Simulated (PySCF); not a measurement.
## Electronic structure of BiF3 in real space

```xyz
4

Bi    0.0000    0.0000    0.6008
F     1.7414    0.0000   -0.4275
F    -0.8707    1.5081   -0.4275
F    -0.8707   -1.5081   -0.4275
```

Core potentials replace the inner electrons of Bi.

Method: RKS r2SCAN, Bi def2-SVP with ECP60, F def2-SVP; non-relativistic Hamiltonian with scalar-relativistic core potentials where named; density fitting (PySCF 2.14.0).

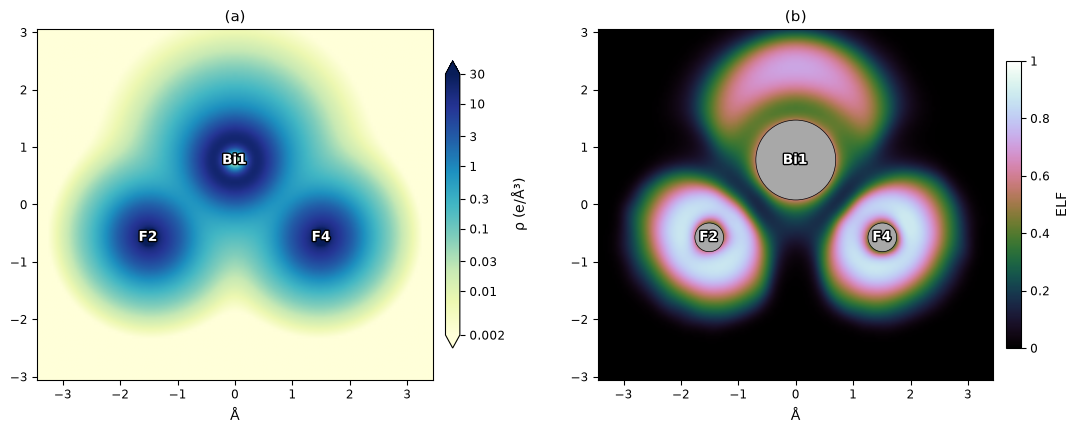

Figure 1. (a) electron density; (b) electron localisation function on the plane of atoms F2, Bi1 and F4. Grey discs cover the atomic cores in the ELF map.

Read the bonding off the picture.

The section cuts through Bi and F sites. Bi–F (2.02 Å): the density is about 0.76 e/Å³ at the midpoint; the ELF peaks at about 0.80 in the valence shell of F, 0.5 Å from its nucleus, and drops to about 0.15 between the two atoms. The ELF also peaks beside F4 and F2, away from the bonds: lone-pair regions.

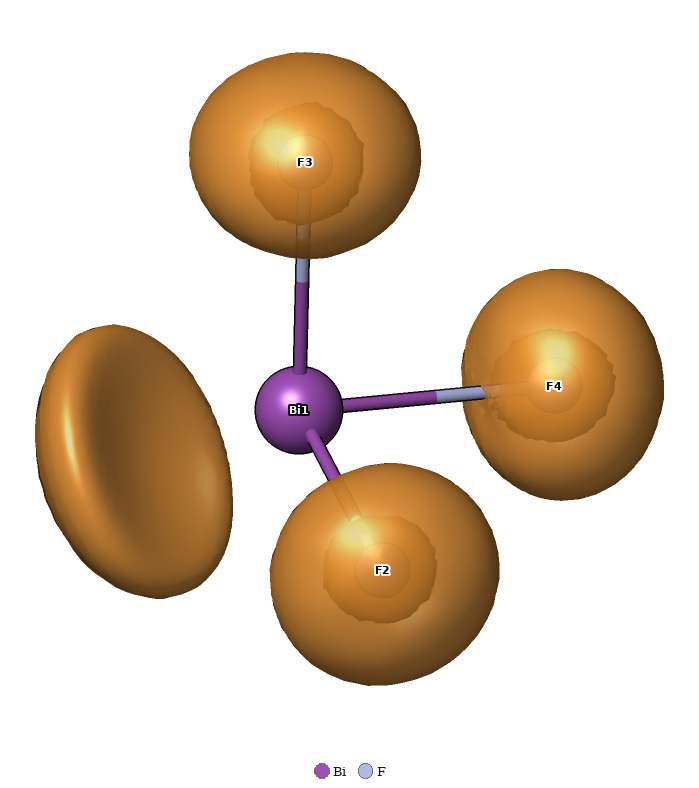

Figure 2. Isosurface of the electron localisation function at 0.75 (orange), seen at an oblique angle. Core shells and regions of very low density are left out.

Where are the electrons localised?

The surface consists of one lobe on Bi, pointing away from the bonds (lone pairs) and three regions wrapped around F (the valence shell of each).

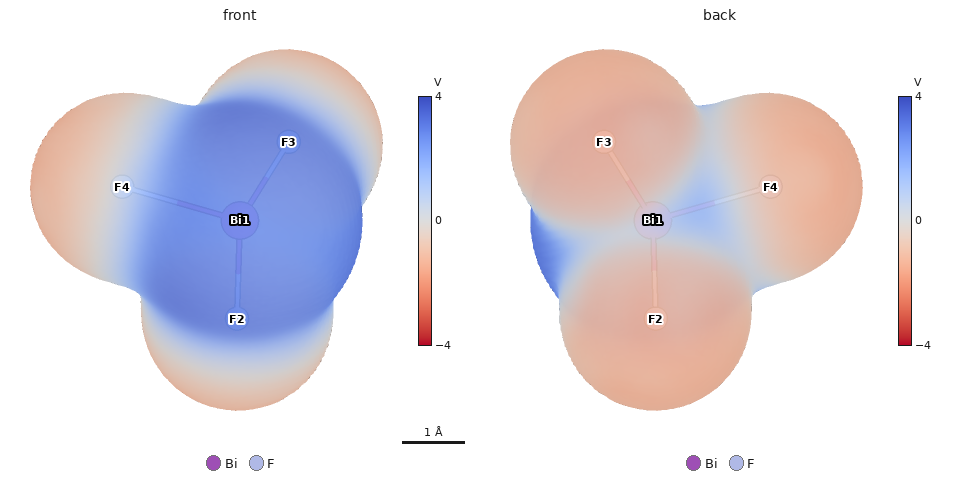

Figure 3. The molecular electrostatic potential painted on the density surface at 0.002 e/bohr³, seen from the front and from behind; red is negative and blue positive.

Describe the electrostatic potential map.

The most negative region (about −1.4 V) lies over F2, F3 and F4, the most positive (about +3.0 V) over Bi1.

What dipole moment does the calculation give?

Its dipole moment is 4.89 D.
